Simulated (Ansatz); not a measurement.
# Work function of Pd(100): what the settings cost and change

Aim: the numerical settings behind the work function of Pd(100), with the cost of each.

Main program and level: Ansatz 0.2.0; plane-wave DFT, PBE, Ansatz PAW.

The experiments to compare with:

“Anisotropic work function of elemental crystals” (2019, arxiv:1902.07811) quotes from earlier work for Pd (clean (100) face, a compiled value): work function (clean (100) face, a compiled value) 5.48 eV.

This is a report of a sequence of runs, with most program output left out.

## 1. The starting structure

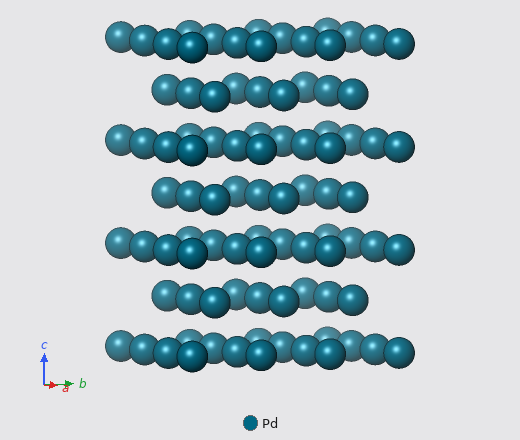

The starting structure, seen from the side, with the c axis up (palladium blue). 3×3×1 cells are drawn. Some periodic images of atoms are drawn too.

The cell holds 7 atoms: 7 Pd. Cell: a = 2.751 Å, b = 2.751 Å, c = 29.670 Å, α = 90.0°, β = 90.0°, γ = 90.0°. Vacuum lies along c.

As a file:

```cif
data_structure
_symmetry_space_group_name_H-M 'P 1'
_symmetry_Int_Tables_number 1
_cell_length_a 2.7506
_cell_length_b 2.7506
_cell_length_c 29.6700
_cell_angle_alpha 90.000
_cell_angle_beta 90.000
_cell_angle_gamma 90.000
_cell_volume 224.48
loop_
_atom_site_label
_atom_site_type_symbol
_atom_site_fract_x
_atom_site_fract_y
_atom_site_fract_z
_atom_site_occupancy
Pd1 Pd 0.00000 0.00000 0.30334 1
Pd2 Pd 0.50000 0.50000 0.36889 1
Pd3 Pd 0.00000 0.00000 0.43445 1
Pd4 Pd 0.50000 0.50000 0.50000 1
Pd5 Pd 0.00000 0.00000 0.56555 1
Pd6 Pd 0.50000 0.50000 0.63111 1
Pd7 Pd 0.00000 0.00000 0.69666 1
```

## 2. Run, setting cutoff 200 eV

A work function rests on the faint tail of the density, so the SCF threshold is tight. The cutoff is raised first; then mesh and smearing are varied at the default cutoff.

Contents of input.yaml:

```yaml
crystal:
  lattice:
    - [2.7506453788, 0.0, 0.0]
    - [0.0, 2.7506453788, 0.0]
    - [0.0, 0.0, 29.67]
  atoms:
    - { symbol: Pd, position: [0.0, 0.0, 0.3033367037] }
    - { symbol: Pd, position: [0.5, 0.5, 0.3688911358] }
    - { symbol: Pd, position: [0.0, 0.0, 0.4344455679] }
    - { symbol: Pd, position: [0.5, 0.5, 0.5] }
    - { symbol: Pd, position: [0.0, 0.0, 0.5655544321] }
    - { symbol: Pd, position: [0.5, 0.5, 0.6311088642] }
    - { symbol: Pd, position: [0.0, 0.0, 0.6966632963] }
kpoints:
  mp_grid: { grid: [15, 15, 1] }
hamiltonian:
  xc: pbe
scf:
  occupations: { method: fermi_dirac, width: 0.1 }
  convergence: { dr2_threshold: 1.0e-09 }
efield:
  axis: 3
  dipole_correction: true
  ramp_position: 0.97
  ramp_width: 0.06
basis:
  ecutwfc: "200 eV"
output:
  write_potential: true
  write_density: true
  volumetric_format: npy
  elf: true
```

Command:

```bash
> ansatz run input.yaml --threads 2 --pin off --max-ram 3072MiB --backend cpu --events-out ev --progress --plain --runs-dir out
```

Elapsed: 22 s, on 2 threads of Arm Neoverse V2, shared host; peak memory 0.46 GiB; 44 s of CPU time.

This step gave:

| Item | Value |
| --- | --- |
| energy at zero smearing | -48723.9144 eV |
| work function, upper face | 5.827 eV |

Running mean over 1.945 Å of the planar mean; the ramp of the sawtooth is left out. Electron's electrostatic potential energy less the Fermi level against z:

```
z (Å)  electron's electrostatic potential energy less the Fermi level (eV)
    4                                                                 5.69
    5                                                                 5.59
    6                                                                 5.42
    7                                                                 4.77
    8                                                                -1.48
    9                                                                -7.81
   10                                                                -8.18
   11                                                                -8.30
   12                                                                -8.36
   13                                                                -8.36
   14                                                                -8.35
   15                                                                -8.35
   16                                                                -8.35
   17                                                                -8.36
   18                                                                -8.35
   19                                                                -8.26
   20                                                                -8.15
   21                                                                -6.94
   22                                                                 1.69
   23                                                                 5.13
   24                                                                 5.49
   25                                                                 5.63
   26                                                                 5.72
```

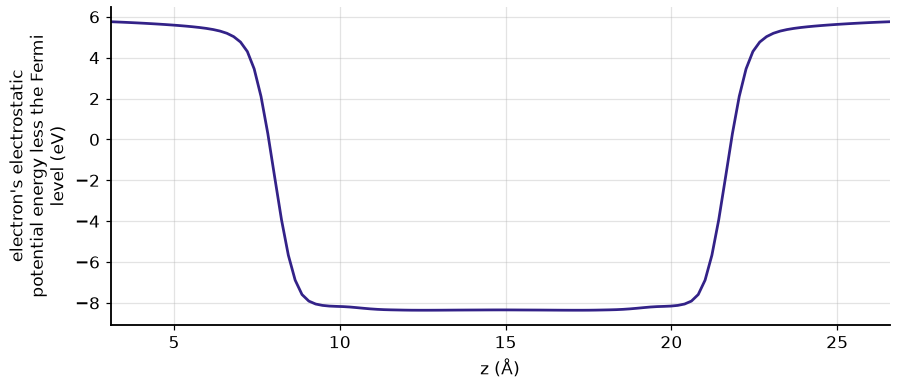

Electron's electrostatic potential energy less the Fermi level, plotted against z.

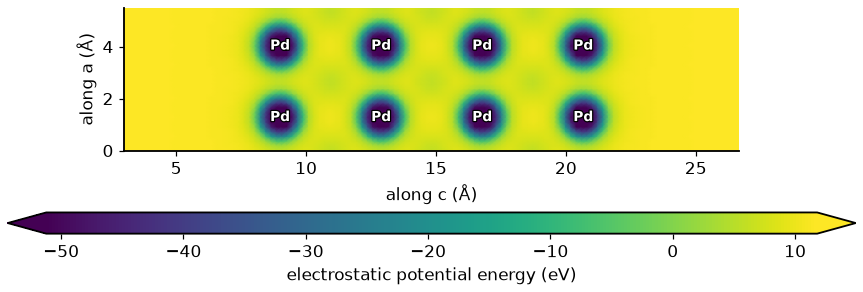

Electrostatic potential energy in the ca plane at fractional y = 0.000, with atoms of Pd within 0.2 Å of it. With pseudopotentials it is smooth inside the atoms' cores, unlike the true potential. The map starts off the cell's origin, so that atoms lie inside it. The far vacuum is left out of the map.

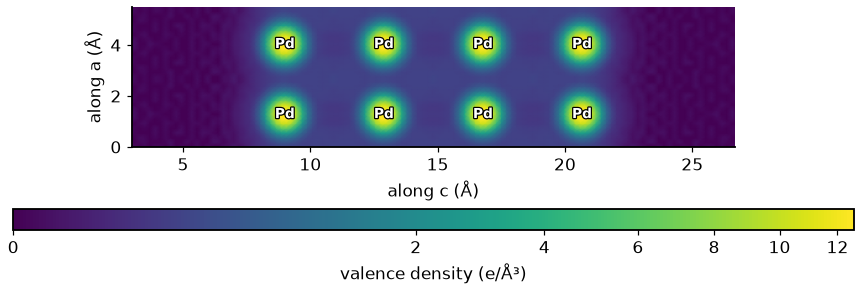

Valence density in the ca plane at fractional y = 0.000, with atoms of Pd within 0.2 Å of it. It is the smooth field of the valence electrons, not physical close to the nuclei. The map starts off the cell's origin, so that atoms lie inside it. The colour scale is stretched toward low values. The far vacuum is left out of the map.

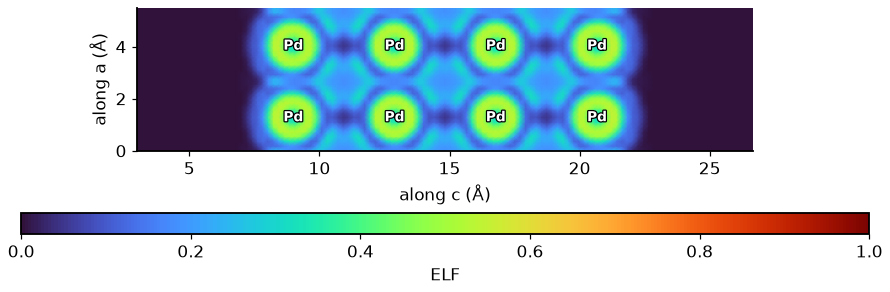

ELF in the ca plane at fractional y = 0.000, with atoms of Pd within 0.2 Å of it. It is the smooth field of the valence electrons, not physical close to the nuclei. The map starts off the cell's origin, so that atoms lie inside it. The far vacuum is left out of the map.

The work function is 5.827 eV. The program marks this work function as in doubt.

## 3. Slab

input.yaml: that of step 2 with these lines changed.

```diff
@@ -26,3 +26,3 @@
 basis:
-  ecutwfc: "200 eV"
+  ecutwfc: "300 eV"
 output:
@@ -31,2 +31 @@
   volumetric_format: npy
-  elf: true
```

The job ended after 30 s (2 threads; peak memory 0.62 GiB).

The work function is 5.096 eV, -0.731 eV from the run “cutoff 200 eV”, at 1.3 times its CPU time.

## 4. Slab

input.yaml: that of step 3 with these lines changed.

```diff
@@ -26,3 +26,3 @@
 basis:
-  ecutwfc: "300 eV"
+  ecutwfc: "420 eV"
 output:
```

Elapsed: 43 s, on 2 threads; peak memory 0.87 GiB; 85 s of CPU time.

The work function is 5.086 eV, -0.741 eV from the run “cutoff 200 eV”, at 1.9 times its CPU time.

## 5. Run

input.yaml: that of step 4 with these lines changed.

```diff
@@ -26,3 +26,3 @@
 basis:
-  ecutwfc: "420 eV"
+  ecutwfc: "600 eV"
 output:
```

It took 73 s on 2 threads; peak memory 1.3 GiB; 2.4 min of CPU time.

The work function is 5.085 eV, -0.000 eV from the run “cutoff 420 eV”, at 1.7 times its CPU time.

## 6. Run

input.yaml: that of step 5 with these lines changed.

```diff
@@ -14,3 +14,3 @@
 kpoints:
-  mp_grid: { grid: [15, 15, 1] }
+  mp_grid: { grid: [3, 3, 1] }
 hamiltonian:
@@ -25,4 +25,2 @@
   ramp_width: 0.06
-basis:
-  ecutwfc: "600 eV"
 output:
```

Wall time 3.9 s (2 threads); peak memory 0.45 GiB.

The work function is 4.779 eV, -0.306 eV from the run “cutoff 420 eV”, at 0.090 times its CPU time.

## 7. Run

input.yaml: that of step 6 with these lines changed.

```diff
@@ -14,3 +14,3 @@
 kpoints:
-  mp_grid: { grid: [3, 3, 1] }
+  mp_grid: { grid: [5, 5, 1] }
 hamiltonian:
```

It took 8.3 s on 2 threads; peak memory 0.47 GiB; 15 s of CPU time.

The work function is 5.070 eV, -0.016 eV from the run “cutoff 420 eV”, at 0.18 times its CPU time.

## 8. Run

input.yaml: that of step 7 with these lines changed.

```diff
@@ -14,3 +14,3 @@
 kpoints:
-  mp_grid: { grid: [5, 5, 1] }
+  mp_grid: { grid: [10, 10, 1] }
 hamiltonian:
```

Run time: 23 s. Hardware: 2 threads; peak memory 0.67 GiB.

The work function is 5.088 eV, +0.002 eV from the run “cutoff 420 eV”, at 0.55 times its CPU time.

## 9. Slab

input.yaml: that of step 8 with these lines changed.

```diff
@@ -14,3 +14,3 @@
 kpoints:
-  mp_grid: { grid: [10, 10, 1] }
+  mp_grid: { grid: [22, 22, 1] }
 hamiltonian:
```

Elapsed: 91 s, on 2 threads; peak memory 1.4 GiB.

The work function is 5.086 eV, +0.001 eV from the run “cutoff 420 eV”, at 2.1 times its CPU time.

## 10. Run

input.yaml: that of step 9 with these lines changed.

```diff
@@ -14,3 +14,3 @@
 kpoints:
-  mp_grid: { grid: [22, 22, 1] }
+  mp_grid: { grid: [15, 15, 1] }
 hamiltonian:
@@ -18,3 +18,3 @@
 scf:
-  occupations: { method: fermi_dirac, width: 0.1 }
+  occupations: { method: gaussian, width: 0.05 }
   convergence: { dr2_threshold: 1.0e-09 }
```

The job ended after 44 s (2 threads; peak memory 0.86 GiB).

The work function is 5.098 eV, +0.012 eV from the run “cutoff 420 eV”, at 1.0 times its CPU time.

## 11. Run

input.yaml: that of step 10 with these lines changed.

```diff
@@ -18,3 +18,3 @@
 scf:
-  occupations: { method: gaussian, width: 0.05 }
+  occupations: { method: methfessel_paxton, width: 0.2 }
   convergence: { dr2_threshold: 1.0e-09 }
```

Elapsed: 45 s, on 2 threads; peak memory 0.87 GiB; 88 s of CPU time.

The work function is 5.107 eV, +0.021 eV from the run “cutoff 420 eV”, at 1.0 times its CPU time.

## 12. Slab

input.yaml: that of step 11 with these lines changed.

```diff
@@ -18,3 +18,3 @@
 scf:
-  occupations: { method: methfessel_paxton, width: 0.2 }
+  occupations: { method: fermi_dirac, width: 0.3 }
   convergence: { dr2_threshold: 1.0e-09 }
```

The job ended after 48 s (2 threads; peak memory 0.93 GiB; 95 s of CPU time).

The work function is 4.995 eV, -0.091 eV from the run “cutoff 420 eV”, at 1.1 times its CPU time.

## 13. Slab

input.yaml: that of step 12 with these lines changed.

```diff
@@ -18,3 +18,3 @@
 scf:
-  occupations: { method: fermi_dirac, width: 0.3 }
+  occupations: { method: cold, width: 0.1 }
   convergence: { dr2_threshold: 1.0e-09 }
```

It took 43 s on 2 threads; peak memory 0.87 GiB.

The work function is 5.112 eV, +0.026 eV from the run “cutoff 420 eV”, at 1.0 times its CPU time.

## 14. The series together

Times are for 2 threads of Arm Neoverse V2, shared host. Results by setting:

```
no.                            setting  work function, upper face (eV)   time  memory (GiB)
  1                      cutoff 200 eV                           5.827   22 s          0.46
  2                      cutoff 300 eV                           5.096   30 s          0.62
  3                      cutoff 420 eV                           5.086   43 s          0.87
  4                      cutoff 600 eV                           5.085   73 s           1.3
  5                           mesh 3x3                           4.779  3.9 s          0.45
  6                           mesh 5x5                           5.070  8.3 s          0.47
  7                         mesh 10x10                           5.088   23 s          0.67
  8                         mesh 22x22                           5.086   91 s           1.4
  9          Gaussian smearing 0.05 eV                           5.098   44 s          0.86
 10  methfessel_paxton smearing 0.2 eV                           5.107   45 s          0.87
 11        fermi_dirac smearing 0.3 eV                           4.995   48 s          0.93
 12               cold smearing 0.1 eV                           5.112   43 s          0.87
```

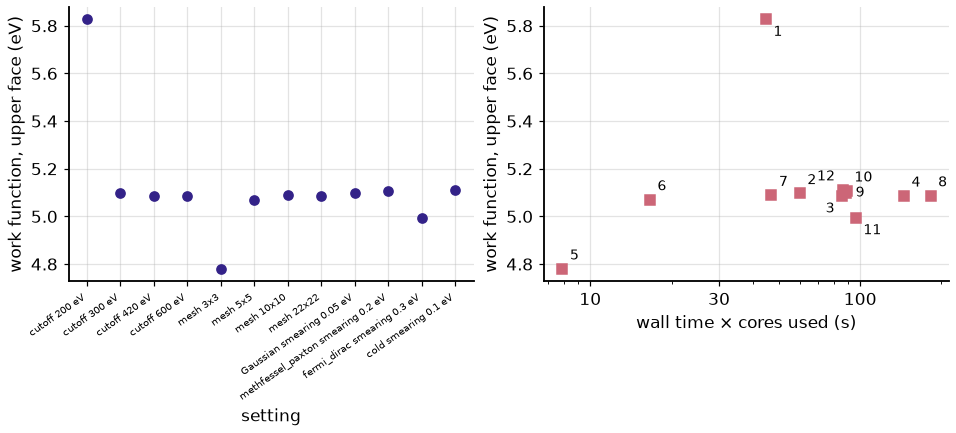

The series as plots; the last panel sets the first result against cost, with the runs numbered as in the table.

## 15. A changed input

This step: plane-wave DFT, PBE, Ansatz PAW, but for the change named below (Ansatz 0.2.0).

An input spoilt on purpose, to show how the run answers: it repeats the earlier run “cutoff 200 eV” with magnetization to spin_polarized: true, spin_orbit: true and hamiltonian.pseudopotentials to kind: nc, and scf.max_iter set to 100; its output block differs too.

input.yaml: that of step 13 with these lines changed.

```diff
@@ -17,5 +17,7 @@
   xc: pbe
+  pseudopotentials: { kind: nc }
 scf:
-  occupations: { method: cold, width: 0.1 }
+  occupations: { method: fermi_dirac, width: 0.1 }
   convergence: { dr2_threshold: 1.0e-09 }
+  max_iter: 100
 efield:
@@ -25,2 +27,4 @@
   ramp_width: 0.06
+basis:
+  ecutwfc: "200 eV"
 output:
@@ -29 +33,4 @@
   volumetric_format: npy
+magnetization:
+  spin_polarized: true
+  spin_orbit: true
```

Wall time 0.01 s (2 threads); peak memory 0.06 GiB.

The program refused the input before any cycle.

The program's message: “Error: 2 input errors — fix all and re-run”

The fault put into the input: spin-orbit coupling asked of a collinear run on scalar files.

## 16. Results

| Item | Value |
| --- | --- |
| work function, cutoff 200 eV | 5.827 eV |
| work function, cutoff 420 eV | 5.086 eV |
| work function, cutoff 600 eV | 5.085 eV |
| work function, mesh 3x3 | 4.779 eV |

**Reading.** The run at the highest cutoff gives 5.09 eV, and the settings tried spread the value from 4.78 to 5.83 eV. Against 600 eV, a cutoff of 200 eV is off by +0.741 eV. Against 600 eV, a cutoff of 420 eV is off by +0.000 eV. Against the finest mesh, 22 points along a, the coarser ones are off by -0.31 (3), -0.02 (5) and +0.00 (10) eV. The smearing schemes and widths spread it over 0.12 eV. The program marks the value as in doubt in “cutoff 200 eV”. The ladder's slabs use the tabulated experimental lattice constant (two decimals; a low-temperature value for the alkali metals). In 1 run of the series (cutoff 200 eV) the program warns that electrons reach the sawtooth's ramp, which makes dipole and work function less sure.

Calculation against experiment:

| quantity | measured | cutoff 600 eV |
| --- | --- | --- |
| work function (clean (100) face, a compiled value) (eV) | 5.48 | 5.09 (-0.39 eV) |

Measured values from arxiv:1902.07811 (2019).

How well it matches: The work function is off by -0.39 eV: a clear miss. The grades are ours: good and fair within 3 and 7 % for the work function. No cell relaxation is part of this session.

[Logs are printed without paths, hosts, clocks, repeated set-up lines and the standing remarks that a program may print on its own settings, such as how far it seeks lower states.]

[Hosts, paths, dates, database ids (printed as entryN), source tags and the programs' standing remarks are cut or masked in the printed files.]

[Maps of the electrostatic potential energy from Ansatz leave out the sawtooth potential of an applied field or a dipole correction, so their vacuum need not be flat; planar profiles and work functions include it.]
